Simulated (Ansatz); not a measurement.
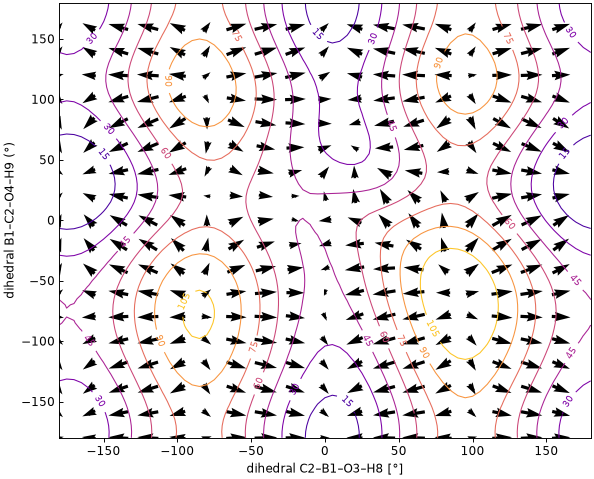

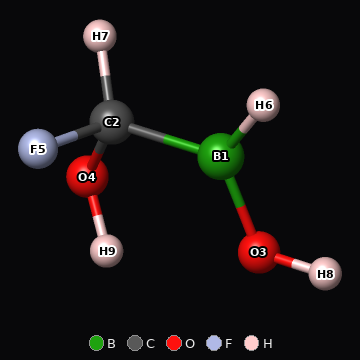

Energy landscape of CH4BFO2. First axis: dihedral C2–B1–O3–H8. Second axis: dihedral B1–C2–O4–H9. Nothing is relaxed (all other coordinates rigid). Grid: 18 × 18 points. Points are written as (first, second). Energies are in kJ/mol, from the relaxed molecule at the same level. These are results of Ansatz 0.2.0, RKS r2SCAN-D4/def2-SVP, not measurements.

The picture shows contour lines labelled in kJ/mol, dots at the grid points, arrows along the force (downhill), their lengths compressed. Between grid points the surface is interpolated. The second picture is the structure at the lowest point.

Question: Describe this landscape.

Answer: The lowest grid point is at (−180°, 40°), 1.6 kJ/mol from the relaxed molecule at the same level. There are further wells near (0°, −180°) (7 kJ/mol above the lowest at that grid point); (−180°, −180°) (17 kJ/mol above the lowest at that grid point); (20°, 60°) (24 kJ/mol above the lowest at that grid point). The highest grid point, (100°, −60°), lies 116 kJ/mol above the lowest. On the interpolated surface the easiest way out of the lowest well to the well at about (−175°, −175°) passes a barrier of about 34 kJ/mol, counted from the interpolated bottom of the well. Round the minimum the two coordinates are nearly uncoupled.

Time for the 324 points that were run: 34 min on 1 thread of Arm Neoverse V1 (shared host).
